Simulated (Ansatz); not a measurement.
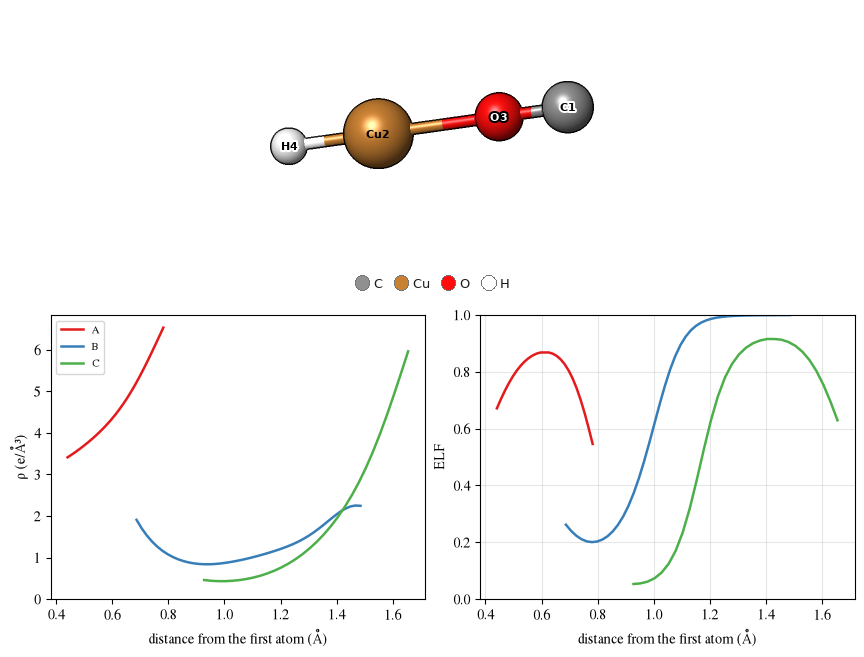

*CHCuO. Total electron density and electron localisation function along straight lines between neighbouring atoms. The curves leave out the atomic cores. The structure is drawn too.*

Geometry: B3LYP-D3(BJ)/def2-SVP.

Level of theory: Ansatz 0.2.0, isolated molecule in a Gaussian basis; Kohn-Sham density functional theory, functional PBE0.

Question: Which curve belongs to which contact (Cu–H, Cu–O and C–O)? The first atom named is at distance zero.

Answer: Curve A: C–O (1.14 Å): ρ is about 4.1 e/Å³ halfway; the ELF peaks at about 0.85 between the atoms; a short, multiple covalent bond. Curve B: Cu–H (1.48 Å): ρ is about 1.4 e/Å³ halfway; the ELF climbs to about 1 towards the hydrogen. Curve C: Cu–O (2.01 Å): ρ is about 0.43 e/Å³ halfway; the ELF peaks at about 0.90 in the valence shell of O, 0.6 Å from its nucleus, and is about 0.05 at the midpoint.
